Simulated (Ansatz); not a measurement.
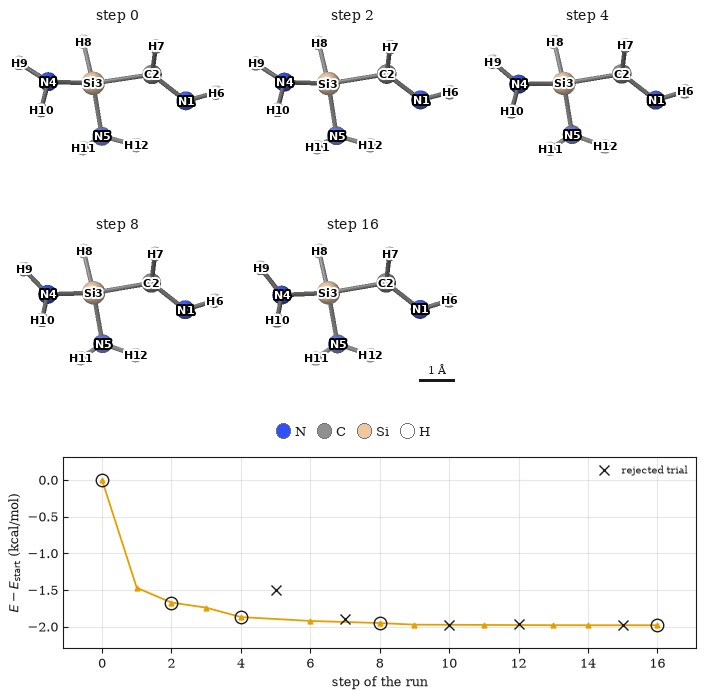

Frames of a relaxation of CH$_{7}$N$_{3}$Si, marked on the history of the run. A ball-and-stick model, seen from a free direction.

The start comes from PBE-D4/def2-SVP.

The calculation used RKS PBE0-D4/def2-TZVP (Ansatz). Settings: force threshold 0.005 eV/Å; at most 150 steps.

**What happens along the run?**

The largest move after the best rigid fit is that of H9, 0.29 Å. Largest moves by element: H 0.29 Å, N 0.20 Å, Si 0.04 Å, C 0.03 Å. Near-neighbour distances that change, for instance: Si3–N5 1.731 → 1.696 Å, Si3–N4 1.738 → 1.707 Å, Si3–H8 1.514 → 1.494 Å, N5–H12 1.029 → 1.009 Å. Bond angles that change, for instance: Si3–N5–H12 112.7° → 117.4°, C2–Si3–N4 111.5° → 115.1°, N4–Si3–N5 115.5° → 112.0°. After 11 accepted moves (16 points after the start) the energy has fallen by 1.98 kcal/mol. The largest force component goes from 0.72 to 0.0045 eV/Å. The line search rejected the trial steps at points 5, 7, 10, 12, 15 of the run. Cost: 55 s on 4 threads of Arm Neoverse V1, on a shared host. From step 0 to 2: H atoms move most (0.05 Å), energy −1.67 kcal/mol. From step 2 to 4: H atoms move most (0.10 Å), energy −0.20 kcal/mol. From step 4 to 8: H9 moves most (0.08 Å), energy −0.08 kcal/mol. From step 8 to 16: H9 moves most (0.09 Å), energy −0.03 kcal/mol.

```
step  E − E(0), kcal/mol  largest force component, eV/Å      note
   0                0.00                         0.7181          
   1               -1.47                         0.2848          
   2               -1.67                         0.1126          
   3               -1.74                         0.4344          
   4               -1.87                         0.0925          
   5               -1.50                         0.7817  rejected
   6               -1.92                         0.0681          
   7               -1.89                         0.1495  rejected
   8               -1.95                         0.0441          
   9               -1.97                         0.0443          
  10               -1.97                         0.0376  rejected
  11               -1.98                         0.0289          
  12               -1.96                         0.0633  rejected
  13               -1.98                         0.0072          
  14               -1.98                         0.0065          
  15               -1.98                         0.0063  rejected
  16               -1.98                         0.0045
```
